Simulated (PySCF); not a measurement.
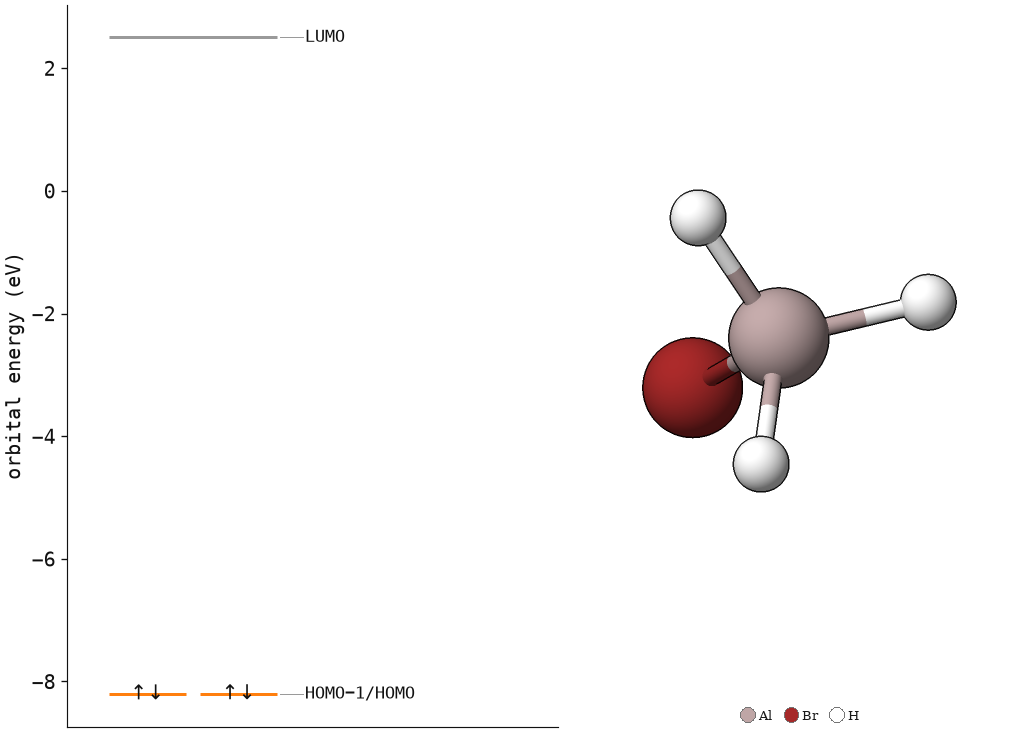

AlH₃Br⁻, SMILES [AlH3-][Br], singlet. Kohn-Sham orbital energies near the frontier, ωB97X-D/def2-SVPD (IEF-PCM chloroform), PySCF, at a PBE0-D3(BJ)/def2-SVP geometry (no frequency check); empty levels in grey, levels within 0.03 eV side by side.

**Where do the frontier orbitals lie?**

HOMO at −8.20 eV, LUMO at 2.50 eV, 10.71 eV apart.

**Is the HOMO or the LUMO degenerate, or nearly so?**

The HOMO is one of 2 levels that coincide within 0.005 eV and the LUMO stands alone.

**List the levels.**

| orbital | energy (eV) |
| --- | --- |
| LUMO | 2.50 |
| HOMO | −8.20 |
| HOMO−1 | −8.21 |

Note: spin-orbit coupling is left out, and with Br it can shift these levels and split any degenerate set; empty levels above zero depend strongly on the basis.
